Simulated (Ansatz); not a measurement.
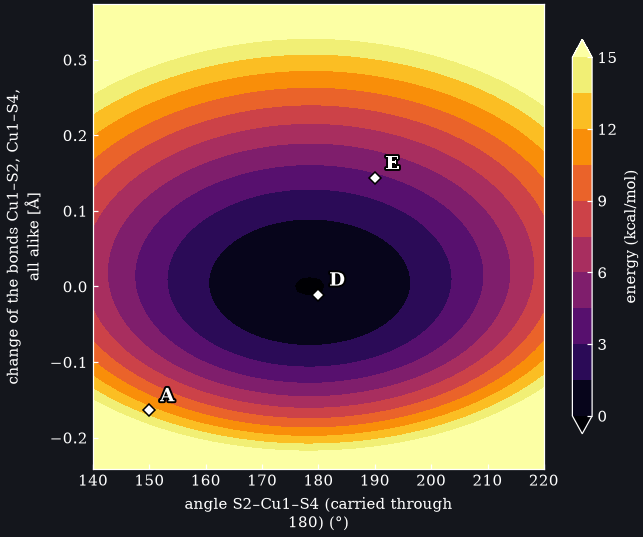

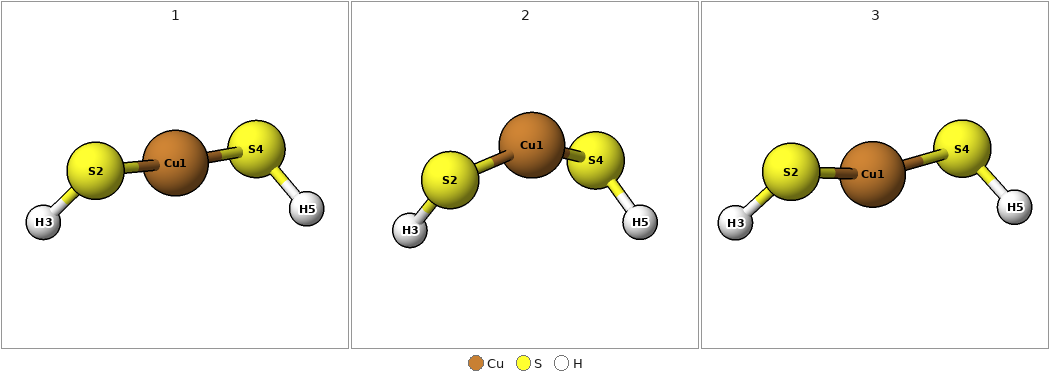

[Cu(SH)2]-, charge −1. Coordinates scanned: (1) angle S2–Cu1–S4 (carried through 180); (2) change of the bonds Cu1–S2, Cu1–S4, all alike. Nothing is relaxed (all other coordinates rigid). The scan uses a 9 × 9 grid. Points are written as (first, second). Energies are in kcal/mol, from the lowest grid point. These are results of RKS PBE0-D4/def2-SVPD (Ansatz 0.2.0), not measurements.

Drawn: filled contours, one colour for all values above the top of the scale, lettered points. Between grid points the surface is interpolated. The numbered pictures are the structures at these points, in random order.

> Which structure belongs to which point?

A is structure 2: (150°, −0.164 Å), 12.6 kcal/mol; D is structure 1: (180°, −0.011 Å), 0.0 kcal/mol; E is structure 3: (190°, 0.143 Å), 4.2 kcal/mol.
